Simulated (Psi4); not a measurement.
# MP2/def2-TZVP (density fitting, density fitting for correlation, sweep point 3) run of C2H3B (SMILES BC#C)

Aim: the energy change on altering one bond length of C2H3B at MP2/def2-TZVP (density fitting, density fitting for correlation, sweep point 3), from 2 runs. 

The results are computed with Psi4 1.11.

### Step 1. The molecule

The species is C2H3B (6 atoms), meant as a singlet with charge 0. As SMILES, `BC#C`. Geometry: relaxed at PBE0-D4/def2-TZVP.

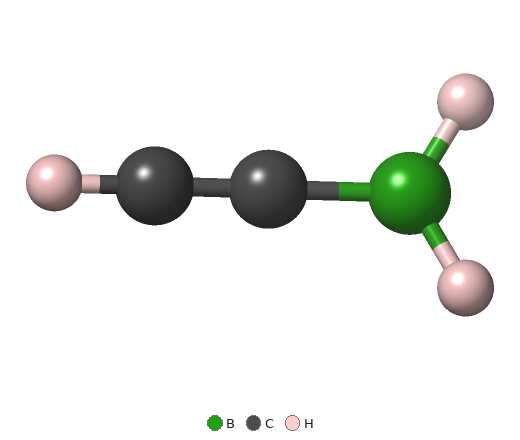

The structure, seen from a chosen angle (boron green, carbon dark grey, hydrogen pink).

### Step 2. The energy at MP2/def2-TZVP (density fitting, density fitting for correlation, sweep point 3)

Contents of job.inp:

```
memory 1600 MB

molecule molecule1 {
  B     -0.830400     0.647300    -0.394300
  C      0.278600    -0.224100     0.117900
  C      1.172700    -0.926600     0.530500
  H     -1.756200     0.156700    -0.965700
  H     -0.783300     1.828200    -0.228600
  H      1.960800    -1.545600     0.894000
  symmetry c1
}

set globals {
  basis           def2-TZVP
  puream          true
  scf_type        df
  num_frozen_docc 3
}

E, wfn = energy("mp2", return_wfn=True)
```

Command:

```
psi4 job.inp job.out -n 1
```

job.out:

```text
[...]
  Running in c1 symmetry.
[...]
  Nuclear repulsion =   46.738123143885240
[...]
  Multiplicity = 1
[...]
  Nalpha       = 10
  Nbeta        = 10
[...]
    Number of basis functions: 111
[...]
   @DF-RHF iter   1:  -102.06508262635325   -1.17416e+00   2.91332e-03 DIIS/ADIIS
[...]
   @DF-RHF iter  11:  -102.12725980683389   -3.81988e-11   6.30216e-09 DIIS
[...]
    Orbital Energies [Eh]
    ---------------------
    Doubly Occupied:
       1A    -11.252709     2A    -11.224273     3A     -7.623119
       4A     -1.035147     5A     -0.789677     6A     -0.708993
       7A     -0.562751     8A     -0.524241     9A     -0.418403
      10A     -0.397614
[...]
  @DF-RHF Final Energy:  -102.12725980683389
   => Energetics <=
    Nuclear Repulsion Energy =             46.7381231438852396
    One-Electron Energy =                -228.6569111085206032
    Two-Electron Energy =                  79.7915281578014657
    Total Energy =                       -102.1272598068338908
[...]
 Multipole Moments:
 ------------------------------------------------------------------------------------
     Multipole            Electronic (a.u.)      Nuclear  (a.u.)        Total (a.u.)
 ------------------------------------------------------------------------------------
 L = 1.  Multiply by 2.5417464519 to convert [e a0] to [Debye]
 Dipole X            :          0.3718949           -0.1264389            0.2454561
 Dipole Y            :         -0.2921631            0.0994607           -0.1927024
 Dipole Z            :          0.1719130           -0.0588173            0.1130957
 Magnitude           :                                                    0.3319240
[...]
```

Run time: 2.3 s. Hardware: 1 thread of AMD EPYC 7R43 (Zen 3), shared host; peak memory 0.22 GiB.

### Step 3. The distorted shape at the same level

Contents of input.inp:

```
memory 1.6 GB

molecule {
  0 1
  B     -1.384912     1.083009    -0.650406
  C      0.278600    -0.224100     0.117900
  C      1.172700    -0.926600     0.530500
  H     -2.310712     0.592409    -1.221806
  H     -1.337812     2.263909    -0.484706
  H      1.960800    -1.545600     0.894000
  symmetry c1
}

set {
  reference rhf
  puream true
  scf_type df
  num_frozen_docc 3
}

energy("mp2/def2-TZVP")
```

Command:

```
psi4 -i input.inp -o input.out -n 1
```

input.out:

```text
[...]
  Running in c1 symmetry.
[...]
  Nuclear repulsion =   40.855545650526857
[...]
  Multiplicity = 1
[...]
  Nalpha       = 10
  Nbeta        = 10
[...]
    Number of basis functions: 111
[...]
   @DF-RHF iter   1:  -101.94820292253586   -1.49982e+00   3.13778e-03 ADIIS/DIIS
[...]
   @DF-RHF iter  11:  -102.01786691548845   -3.49729e-11   7.11138e-09 DIIS
[...]
    Orbital Energies [Eh]
    ---------------------
    Doubly Occupied:
       1A    -11.228541     2A    -11.205652     3A     -7.736464
       4A     -0.989264     5A     -0.733979     6A     -0.697826
       7A     -0.559554     8A     -0.474082     9A     -0.375310
      10A     -0.374846
[...]
  @DF-RHF Final Energy:  -102.01786691548845
   => Energetics <=
    Nuclear Repulsion Energy =             40.8555456505268566
    One-Electron Energy =                -216.9957911020331380
    Two-Electron Energy =                  74.1223785360178198
    Total Energy =                       -102.0178669154884545
[...]
 Multipole Moments:
 ------------------------------------------------------------------------------------
     Multipole            Electronic (a.u.)      Nuclear  (a.u.)        Total (a.u.)
 ------------------------------------------------------------------------------------
 L = 1.  Multiply by 2.5417464519 to convert [e a0] to [Debye]
 Dipole X            :         -0.4800716           -0.2843211           -0.7643927
 Dipole Y            :          0.3772616            0.2235170            0.6007786
 Dipole Z            :         -0.2215573           -0.1317366           -0.3532939
 Magnitude           :                                                    1.0344311
[...]
```

Wall time 2.4 s (1 thread of AMD EPYC 7R43 (Zen 3), shared host); peak memory 0.22 GiB.

### Step 4. Outcome

Level: MP2/def2-TZVP (density fitting, density fitting for correlation, sweep point 3), 3 core orbitals frozen.

| quantity | value |
| --- | --- |
| first shape: total energy | -102.51802 Eh |
| first shape: HOMO energy (Hartree–Fock orbitals) | -10.82 eV |
| first shape: LUMO energy (Hartree–Fock orbitals) | 1.20 eV |
| first shape: HOMO–LUMO gap (Hartree–Fock orbitals) | 12.02 eV |
| first shape: correlation energy (3 core orbitals frozen) | -390.8 mEh |
| distorted shape: total energy | -102.41072 Eh |
| distorted shape: HOMO energy (Hartree–Fock orbitals) | -10.20 eV |
| distorted shape: LUMO energy (Hartree–Fock orbitals) | 0.57 eV |
| distorted shape: HOMO–LUMO gap (Hartree–Fock orbitals) | 10.77 eV |
| distorted shape: correlation energy (3 core orbitals frozen) | -392.9 mEh |
| energy change with the B1–C2 bond stretched from 1.501 to 2.251 Å | 2.920 eV |

What this shows: With the B1–C2 bond stretched from 1.501 to 2.251 Å the energy rises by 2.92 eV (67 kcal/mol). The first shape isn't relaxed at this level, so the change isn't measured from a minimum.
